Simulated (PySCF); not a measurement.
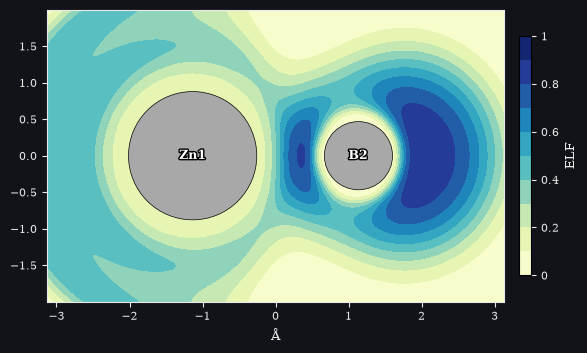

Figure 1: ZnB (doublet). Electron localisation function on a plane that holds the molecular axis. Grey discs cover the atomic cores.

These are results of PBE0/pcseg-1, non-relativistic, at a bond length of 2.271 Å (PySCF), not measurements.

Read the bonding off the picture.

Answer. Atoms in the plane: Zn and B.
Zn–B (2.27 Å): the ELF peaks at about 0.80 in the valence shell of B, 0.8 Å from its nucleus, and is about 0.35 at the midpoint.
The ELF also peaks beside B2, away from the bonds: non-bonding electrons, paired or unpaired.
